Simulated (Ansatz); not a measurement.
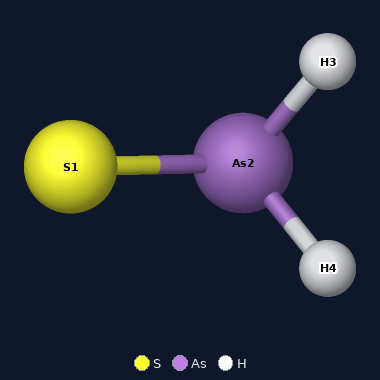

The system is AsH₂S, SMILES [S-][AsH2], charge −1; the picture shows the reference structure. First axis: umbrella angle at As2 (between each of its bonds and their common axis; 90 is planar). Second axis: change of the bonds As2–S1, As2–H3, As2–H4, all alike. Nothing is relaxed (all other coordinates rigid). The grid has 15 × 15 points; 120 points were computed and 105 follow by symmetry. Points are written as (first, second). All energies are given in kJ/mol relative to the relaxed molecule at the same level. Method: Ansatz 0.2.0, RKS B3LYP-D4/def2-TZVPD.

Its coordinates:

```xyz
4

S    -1.6530    0.0577    0.9420
As    0.1381   -0.6137   -0.1471
H     0.2237    0.3839   -1.3407
H     1.2913    0.1720    0.5457
```

Range: umbrella angle at As2 (between each of its bonds and their common axis; 90 is planar) from 49.1 to 130.9°; change of the bonds As2–S1, As2–H3, As2–H4, all alike from −0.195 to 0.301 Å.

Predict the map.

The lowest grid point is at (60.8°, 0.018 Å), 0.7 kJ/mol from the relaxed molecule at the same level; the map holds 2 wells of about this depth. No other kind of well shows on this grid. The highest grid point, (90.0°, 0.301 Å), lies 346 kJ/mol above the lowest. On the interpolated surface the easiest way out of the lowest well to a well of about the same depth near (119.2°, 0.018 Å) passes a barrier of about 169 kJ/mol. Round the minimum the two coordinates are weakly coupled (coupling 0.08 in units of the two stiffnesses).

```
second ↓, first →  49.1  55.0  60.8  66.6  72.5  78.3  84.2  90.0  95.8  101.7  107.5  113.4  119.2  125.0  130.9
            0.301   170   138   129   140   170   218   281   347   281    218    170    140    129    138    170
            0.266   148   115   105   117   149   198   263   321   263    198    149    117    105    115    148
            0.230   127    93    83    95   128   178   244   295   244    178    128     95     83     93    127
            0.195   109    73    62    75   109   160   226   271   226    160    109     75     62     73    109
            0.160    92    55    44    57    91   144   208   248   208    144     91     57     44     55     92
            0.124    78    40    28    41    76   128   191   226   191    128     76     41     28     40     78
            0.089    68    28    15    28    63   116   176   208   176    116     63     28     15     28     68
            0.053    62    19     6    18    53   106   163   191   163    106     53     18      6     19     62
            0.018    60    15     1    12    48    99   154   179   154     99     48     12      1     15     60
           −0.018    63    17     1    12    46    96   148   171   148     96     46     12      1     17     63
           −0.053    73    24     7    17    50    99   148   169   148     99     50     17      7     24     73
           −0.089    91    39    20    29    61   108   153   173   153    108     61     29     20     39     91
           −0.124   117    62    41    48    79   124   166   184   166    124     79     48     41     62    117
           −0.160   154    96    73    78   107   149   189   205   189    149    107     78     73     96    154
           −0.195   201   140   114   118   145   184   221   237   221    184    145    118    114    140    201
```

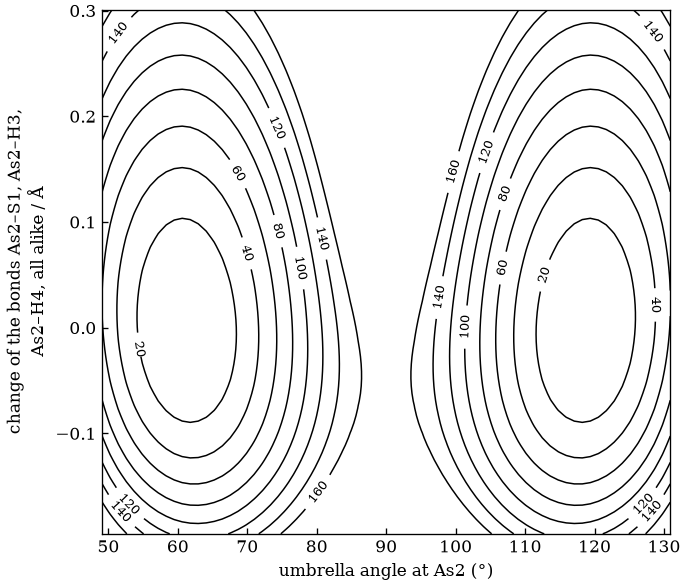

The picture shows contour lines labelled in kJ/mol (none above 160). Between grid points the surface is interpolated.

Each point was launched as `ansatz run input.yaml --threads 1 --pin off --max-ram 2560MiB --backend cpu --events-out ev --progress --plain --runs-dir out`. Time for the 120 points that were run: 4.7 min on 1 thread of Intel(R) Xeon(R) 6975P-C (Granite Rapids), with other jobs on the host.
